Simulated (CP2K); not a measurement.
# CH4BS (SMILES [BH]SC) at GFN1-xTB

Aim: the vertical ionisation energy of CH4BS at GFN1-xTB, from 2 runs. 

The results are computed with CP2K 2026.2.

1 further run of the same task is left out (it didn't finish).

**1. Starting point**

The species is CH4BS (7 atoms), meant as a doublet with charge 0. As SMILES, `[BH]SC`. Geometry: relaxed at GFN2-xTB. This is one conformer, not always the lowest.

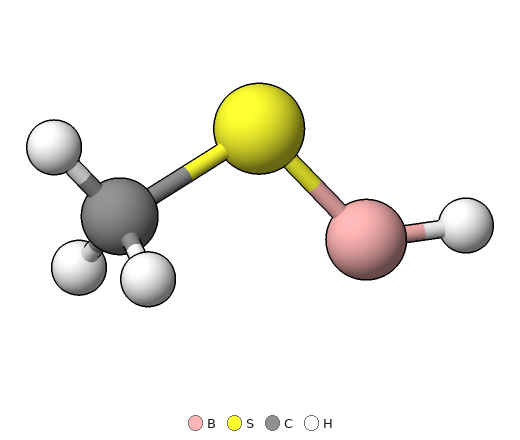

Viewed from a chosen angle; boron pink, sulfur yellow, carbon grey, hydrogen white.

**2. Energy and forces at GFN1-xTB**

molecule.xyz reads:

```xyz
7

B     -1.704520    -0.370370    -0.327470
S     -0.280580    -0.951870     0.395930
C      1.000390     0.374800     0.113830
H     -2.739450    -0.884260    -0.381960
H      1.216570     0.433990    -0.947150
H      0.621480     1.320500     0.483530
H      1.886100     0.077210     0.663290
```

cp2k_ase.py reads:

```python
import numpy as np
from ase.io import read
from ase.calculators.cp2k import CP2K

atoms = read("molecule.xyz")
atoms.set_cell([12.6, 10.3, 9.6])
atoms.center()
inp = """
&FORCE_EVAL
  METHOD QUICKSTEP
  &DFT
    MULTIPLICITY 2
    LSD T
    &QS
      METHOD XTB
      EPS_DEFAULT 1.0E-10
      &XTB
        GFN_TYPE TBLITE
        &TBLITE
          METHOD GFN1
        &END TBLITE
        CHECK_ATOMIC_CHARGES F
      &END XTB
    &END QS
    &POISSON
      PERIODIC NONE
      POISSON_SOLVER ANALYTIC
    &END POISSON
    &SCF
      SCF_GUESS ATOMIC
      EPS_SCF 1.0E-06
      MAX_SCF 150
      ADDED_MOS 2
      &DIAGONALIZATION
        ALGORITHM STANDARD
      &END DIAGONALIZATION
      &MIXING
        METHOD DIRECT_P_MIXING
        ALPHA 0.4
      &END MIXING
      &SMEAR ON
        METHOD FERMI_DIRAC
        ELECTRONIC_TEMPERATURE [K] 300
      &END SMEAR
    &END SCF
    &PRINT
      &MOMENTS
        PERIODIC F
        REFERENCE COM
        MAX_MOMENT 1
      &END MOMENTS
      &MO ON
        ENERGIES T
        OCCUPATION_NUMBERS T
        NDIGITS 6
        &EACH
          QS_SCF 0
        &END EACH
        ADD_LAST NUMERIC
      &END MO
      &HIRSHFELD OFF
      &END HIRSHFELD
    &END PRINT
  &END DFT
  &SUBSYS
  &END SUBSYS
&END FORCE_EVAL
"""
cp2k = CP2K(command="cp2k.psmp -s", label="mol", inp=inp, basis_set=None, basis_set_file=None, potential_file=None, pseudo_potential=None, xc=None, cutoff=None, max_scf=None, charge=None, uks=False,
            force_eval_method=None, print_level="LOW", poisson_solver=None, stress_tensor=False)
atoms.calc = cp2k
print("E / eV:", round(atoms.get_potential_energy(), 6))
forces = atoms.get_forces()
print(np.array2string(forces, precision=5, suppress_small=True))
print("largest force / (eV/A): %.4f" % np.linalg.norm(forces, axis=1).max())
```

The run is started by

```sh
$ OMP_NUM_THREADS=1 python cp2k_ase.py
```

Log:

```text
E / eV: -252.9468
[[ 0.07029  0.77391 -0.366  ]
 [ 0.79873 -0.10989  0.29883]
 [-0.47869 -0.3716   0.01897]
 [-0.43906 -0.38748  0.06181]
 [ 0.02682  0.04426 -0.04195]
 [ 0.01533  0.07603 -0.00056]
 [ 0.00658 -0.02524  0.02891]]
largest force / (eV/A): 0.8599
```

mol.out:

```text
CP2K| version string:                                       CP2K version 2026.2
 CP2K| Input file name                                                   mol.inp

[... 19 lines left out ...]
 *** WARNING in qs_kind_types.F:2330 :: Information provided in the input ***
[... 73 lines left out ...]
  Step     Update method      Time    Convergence         Total energy    Change
[... 17 lines left out ...]
  Repulsive potential energy:                                   0.10079671160433
[... 2 lines left out ...]
  Non-self consistent dispersion energy:                       -0.00183518258211
[... 4 lines left out ...]
  Total energy:                                                -9.29562425582939
[... 3 lines left out ...]
 TB_DIPOLE| Ref. Point [Bohr]      12.24918598       8.45143103       9.67049207
[... 2 lines left out ...]
 TB_DIPOLE| Derivative [a.u.]       0.00000000       0.00000000       0.00000000
[... 49 lines left out ...]
 -------------------------------------------------------------------------------
```

Wall time 1.8 s (1 thread of Intel Xeon Platinum 8488C (Sapphire Rapids), shared host); peak memory 0.19 GiB.

**3. The singlet cation, same level**

molecule.xyz is that of step 2.

cp2k_ase.py reads:

```python
import numpy as np
from ase.io import read
from ase.calculators.cp2k import CP2K

atoms = read("molecule.xyz")
atoms.set_cell([12.6, 10.3, 9.6])
atoms.center()
inp = """
&FORCE_EVAL
 METHOD QS
 &DFT
  CHARGE 1
  MULTIPLICITY 1
  &QS
   METHOD XTB
   EPS_DEFAULT 1.0E-10
   &XTB
    GFN_TYPE TBLITE
    &TBLITE
     METHOD GFN1
    &END TBLITE
    CHECK_ATOMIC_CHARGES F
   &END XTB
  &END QS
  &POISSON
   PERIODIC NONE
   POISSON_SOLVER ANALYTIC
  &END POISSON
  &SCF
   SCF_GUESS ATOMIC
   EPS_SCF 1.0E-06
   MAX_SCF 150
   ADDED_MOS 4
   &DIAGONALIZATION
    ALGORITHM STANDARD
   &END DIAGONALIZATION
   &MIXING
    METHOD DIRECT_P_MIXING
    ALPHA 0.4
   &END MIXING
   &SMEAR ON
    METHOD FERMI_DIRAC
    ELECTRONIC_TEMPERATURE [K] 300
   &END SMEAR
  &END SCF
  &PRINT
   &MOMENTS
    PERIODIC F
    REFERENCE COM
    MAX_MOMENT 1
   &END MOMENTS
   &MO ON
    ENERGIES T
    OCCUPATION_NUMBERS T
    NDIGITS 6
    &EACH
     QS_SCF 0
    &END EACH
    ADD_LAST NUMERIC
   &END MO
   &HIRSHFELD OFF
   &END HIRSHFELD
  &END PRINT
 &END DFT
 &SUBSYS
 &END SUBSYS
&END FORCE_EVAL
"""
calc = CP2K(command="cp2k.psmp -s", label="qs", inp=inp, basis_set=None, basis_set_file=None, potential_file=None, pseudo_potential=None, xc=None, cutoff=None, max_scf=None, charge=None, uks=False,
            force_eval_method=None, print_level="LOW", poisson_solver=None, stress_tensor=False)
atoms.calc = calc
e = atoms.get_potential_energy()
f = atoms.get_forces()
print(f"energy = {e:.6f} eV")
print("forces (eV/angstrom):")
for s, v in zip(atoms.get_chemical_symbols(), f):
    print(f"{s:2s} {v[0]:10.5f} {v[1]:10.5f} {v[2]:10.5f}")
```

The run is started by

```sh
$ OMP_NUM_THREADS=1 python cp2k_ase.py
```

Log:

```text
energy = -240.434994 eV
forces (eV/angstrom):
B     1.05112   -2.01443    1.32294
S    -0.33645    2.06997   -1.14226
C    -0.10449   -0.51834    0.21158
H    -0.56451    0.64048   -0.48947
H    -0.02445   -0.07898   -0.04852
H    -0.05443   -0.01071    0.07016
H     0.03322   -0.08799    0.07557
```

qs.out:

```text
CP2K| version string:                                       CP2K version 2026.2
 CP2K| Input file name                                                    qs.inp

[... 19 lines left out ...]
 *** WARNING in qs_kind_types.F:2330 :: Information provided in the input ***
[... 65 lines left out ...]
  Step     Update method      Time    Convergence         Total energy    Change
[... 21 lines left out ...]
  Repulsive potential energy:                                   0.10079671160433
[... 2 lines left out ...]
  Non-self consistent dispersion energy:                       -0.00183518258211
[... 4 lines left out ...]
  Total energy:                                                -8.83582383215455
[... 3 lines left out ...]
 TB_DIPOLE| Ref. Point [Bohr]      12.24918598       8.45143103       9.67049207
[... 2 lines left out ...]
 TB_DIPOLE| Derivative [a.u.]       0.00000000       0.00000000       0.00000000
[... 39 lines left out ...]
 -------------------------------------------------------------------------------
```

Run time: 2 s. Hardware: 1 thread of Intel Xeon Platinum 8488C (Sapphire Rapids), shared host; peak memory 0.19 GiB.

**4. Summary of results**

At GFN1-xTB:

| quantity | value |
| --- | --- |
| doublet CH4BS: total energy | -9.29562 Eh |
| doublet CH4BS: dipole moment (from atomic charges alone) | 0.96 D |
| doublet CH4BS: HOMO energy (highest over α and β) | -8.77 eV |
| doublet CH4BS: LUMO energy (lowest over α and β) | -8.01 eV |
| singlet cation: total energy | -8.83582 Eh |
| singlet cation: HOMO energy | -19.09 eV |
| singlet cation: LUMO energy | -16.33 eV |
| singlet cation: HOMO–LUMO gap | 2.76 eV |
| vertical ionisation energy (to the singlet cation) | 12.512 eV |

In words: Removing an electron at fixed nuclei costs 12.51 eV (289 kcal/mol). Only the singlet of the ionised species was computed; a triplet could lie lower. xTB total energies overstate such differences by several eV unless an empirical shift is taken off; none is applied here. The dipole (doublet CH4BS) comes from point charges on the atoms alone, without atomic dipoles, so it is partial.
